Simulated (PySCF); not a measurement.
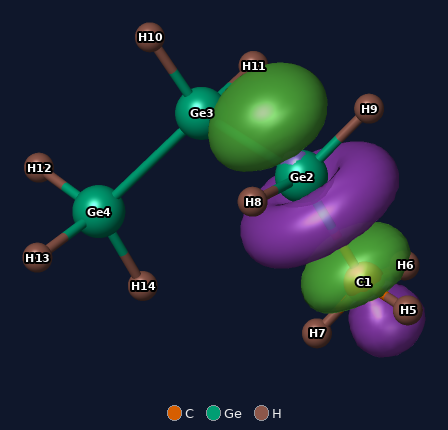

Figure. CH10Ge3, SMILES `[CH3][GeH2][GeH2][GeH3]`. Intrinsic bond orbitals (IBO), occupied and valence-virtual; each surface holds about 70 % of the orbital's density. Energies are diagonal elements of the Fock matrix.

Level of theory: B3LYP/6-311G** (PySCF), at a geometry from GFN2-xTB. No frequency check shows the geometry to be a minimum. GFN2-xTB bond lengths at metals and heavier atoms can be off by up to 0.1 Å and shapes distorted, which carries into these values.

What does this orbital represent?

Answer. σ* orbital Ge2–C1 (Ge2 62 %, C1 38 %; 4.1 eV).

How do all the valence pairs divide up?

Answer. 28 pairs: 15 d pairs and 13 σ bonds.

The PySCF run took 82 s on 1 thread of Intel(R) Xeon(R) Processor @ 2.50GHz (Skylake/Cascade Lake), on a shared host, peak memory 0.93 GiB.
